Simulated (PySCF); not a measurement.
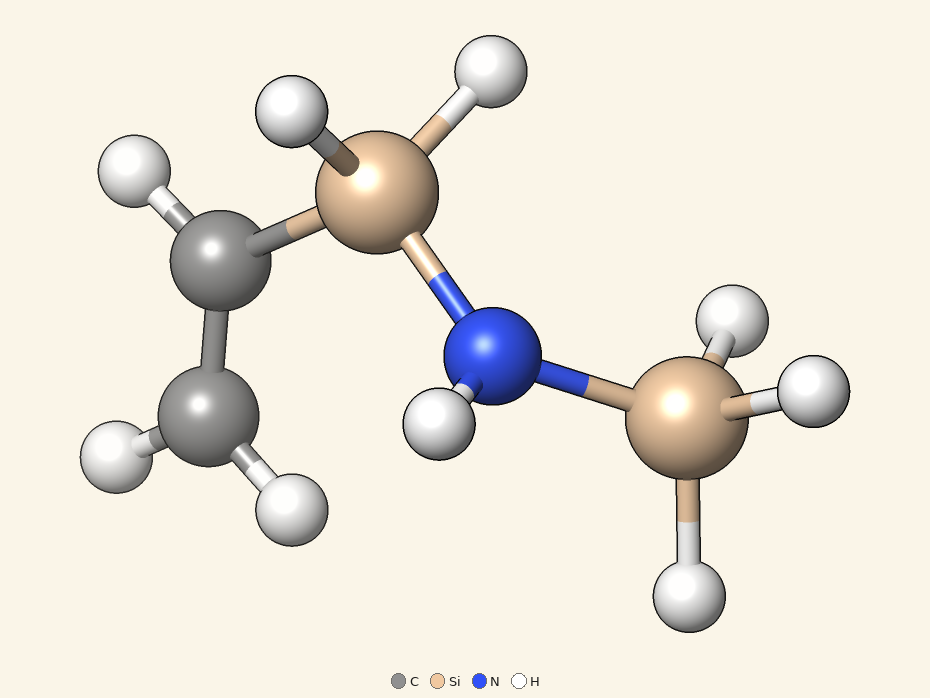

Rendered structure (ball-and-stick style). Every bond is drawn as one stick, whatever its order.

Question: Give the formula.

Answer: C2H9NSi2, 14 atoms: 2 carbon, 9 hydrogen, 1 nitrogen and 2 silicon.

Question: Name some functional groups or characteristic bonds that it holds.

Answer: Among them: alkene, Si–H bond, Si–N bond.

Question: What is the point group of this geometry?

Answer: C1.

Question: What is its SMILES?

Answer: C=C[SiH2]N[SiH3]

More results for the same structure follow; atom numbers are the same in all pictures, views and colours differ. Computed geometry: PBE0-D3(BJ)/def2-SVP optimisation. No frequency run is at hand to confirm it as a minimum.

Geometry

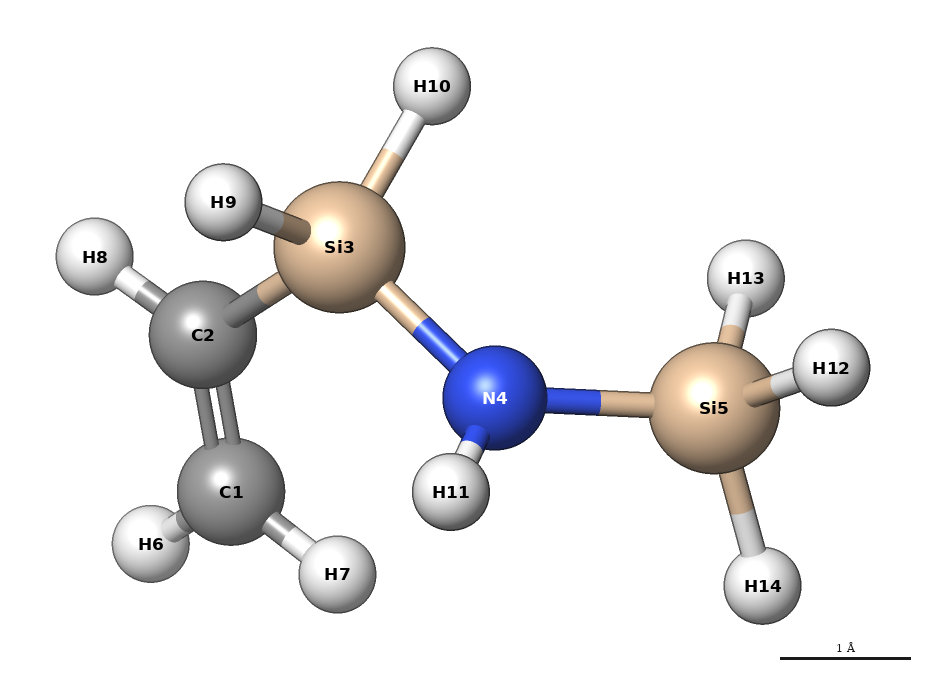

Atoms carry their numbers in the input. No frequency run is at hand to confirm it as a minimum.

Question: Describe the coordination of atom 4.

Answer: N4 has 3 neighbours (Si3 at 1.74, Si5 at 1.74, H11 at 1.02 Å); the arrangement is trigonal planar.

Question: How are the neighbours of atom 3 arranged?

Answer: Si3 has 4 neighbours (C2 at 1.87, N4 at 1.74, H9 at 1.50, H10 at 1.49 Å); the arrangement is tetrahedral.

Question: How are the neighbours of atom 2 arranged?

Answer: C2 has 3 neighbours (C1 at 1.34, Si3 at 1.87, H8 at 1.10 Å); the arrangement is trigonal planar.

Question: What is the geometry at C1?

Answer: C1 has 3 neighbours (C2 at 1.34, H6 at 1.10, H7 at 1.10 Å); the arrangement is trigonal planar.

Question: What is the dihedral angle C1–C2–Si3–N4?

Answer: 3° in size, that is syn (eclipsed).

NMR shielding

The questions are on isotropic NMR shieldings of the H atoms. No frequency run is at hand to confirm it as a minimum. Properties computed with GIAO PBE0/pcSseg-1 NMR shielding, non-relativistic, gas phase (PySCF 2.14.0).

Question: Which H atom is the most shielded (lowest chemical shift)?

Answer: H11 (32.00 ppm).

Question: Which H atom is the least shielded (highest chemical shift)?

Answer: H6 (24.80 ppm).

Question: How wide is the range of H shifts?

Answer: 7.20 ppm.

List the isotropic NMR shieldings of the H atoms.

| atom | σ (ppm) |
| --- | --- |
| H6 | 24.80 |
| H7 | 24.98 |
| H8 | 25.03 |
| H9 | 26.32 |
| H10 | 26.41 |
| H11 | 32.00 |
| H12 | 26.46 |
| H13 | 26.64 |
| H14 | 26.40 |

Excitation

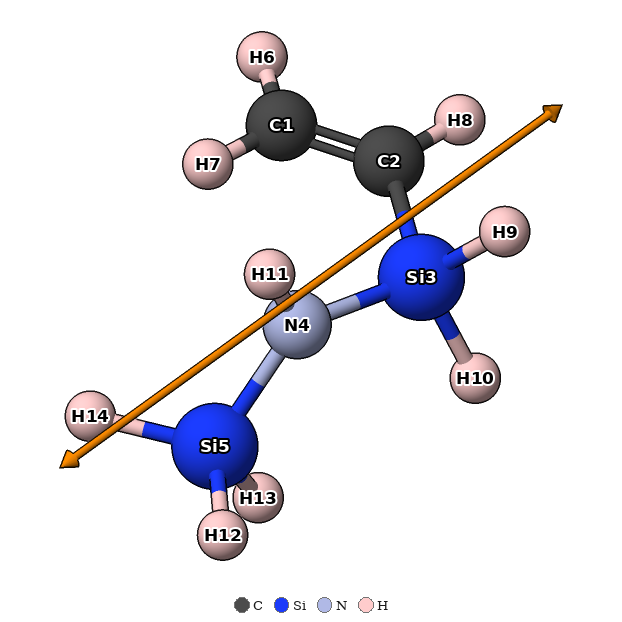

The double arrow shows the direction of the transition dipole to excited singlet state 8 (its length means nothing). No frequency run is at hand to confirm it as a minimum. Method: TDDFT CAM-B3LYP/def2-SVPD, vertical, gas phase, core orbitals frozen in the response (PySCF 2.14.0).

Question: Where does the transition lie, and how strong is it?

Answer: 7.83 eV (158 nm), oscillator strength 0.040, mainly HOMO → LUMO+3 (weight 0.50); transition dipole 1.17 D.

Polarisability

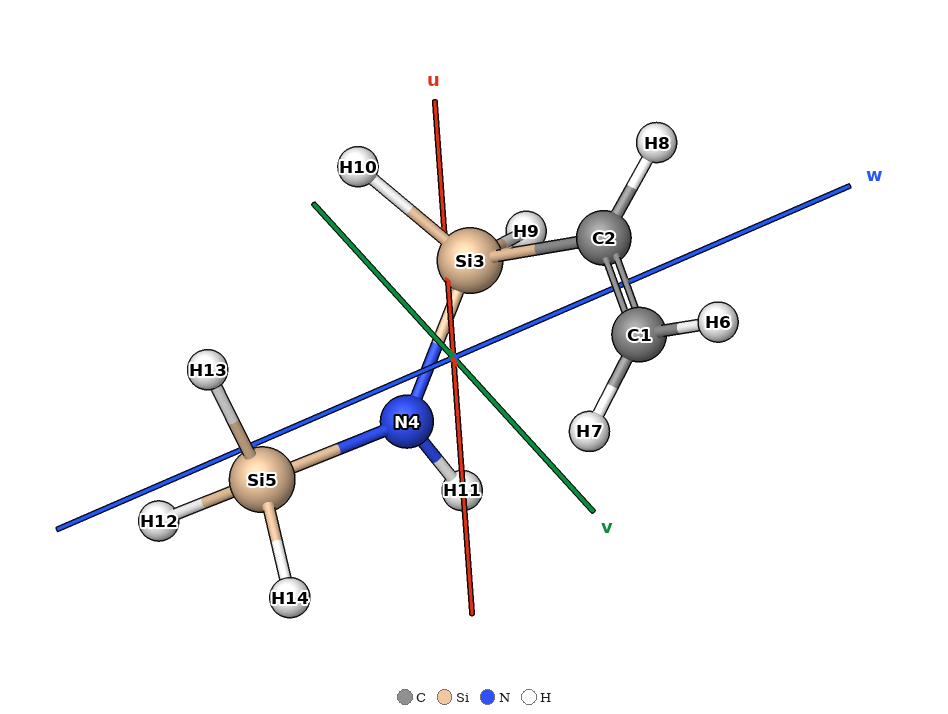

The lines u, v and w are the principal axes of the static dipole polarisability. No frequency run is at hand to confirm it as a minimum. Computed with LDA/def2-SVPD (PySCF 2.14.0).

Question: Along which axis is the molecule most polarisable, and along which least?

Answer: Most along w (close to the long direction C1···Si5), least along v.

Question: Give the three principal values.

Answer: u 97.7, v 74.8, w 102.5 bohr³; mean 91.6, anisotropy 25.6 bohr³.

Charges

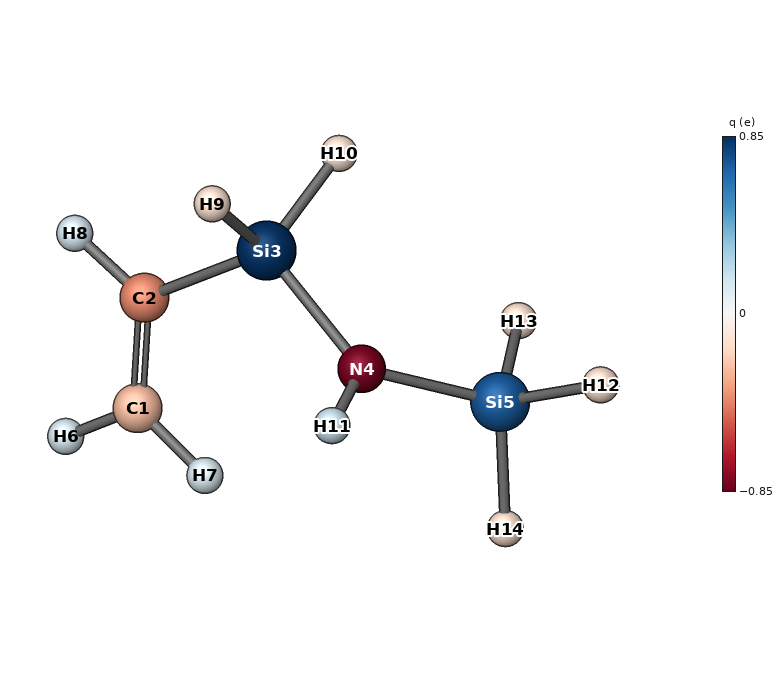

Atoms are coloured by their IAO charges. No frequency run is at hand to confirm it as a minimum. Level of theory: PBE0/STO-3G, gas phase (PySCF 2.14.0).

List the IAO charges.

| atom | value (e) |
| --- | --- |
| C1 | −0.26 |
| C2 | −0.40 |
| Si3 | 0.83 |
| N4 | −0.80 |
| Si5 | 0.72 |
| H6 | 0.13 |
| H7 | 0.12 |
| H8 | 0.13 |
| H9 | −0.12 |
| H10 | −0.12 |
| H11 | 0.19 |
| H12 | −0.14 |
| H13 | −0.13 |
| H14 | −0.14 |
